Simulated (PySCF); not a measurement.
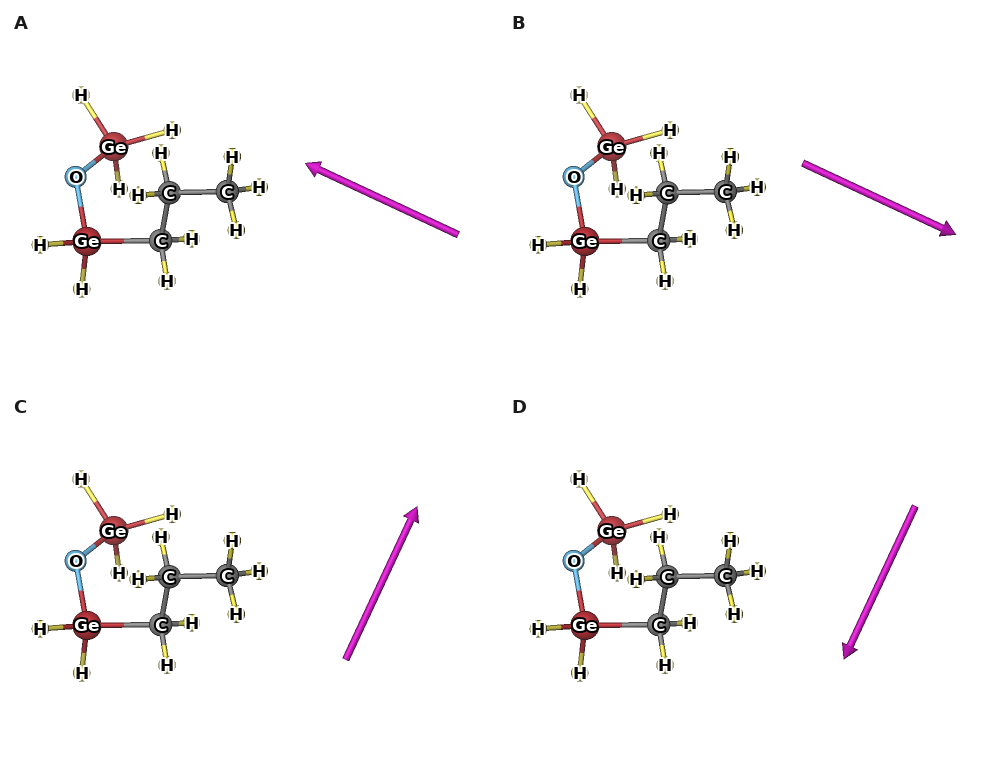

The same molecule four times, each with an arrow. The computed structure is the end point of a PBE0-D3(BJ)/def2-SVP optimisation. No frequency run is at hand to confirm it as a minimum. Level of theory: PBE0/pcSseg-0, gas phase (PySCF 2.14.0).

**Which arrow points along the dipole moment, from the negative to the positive end?**

B. The dipole moment is 1.61 D.
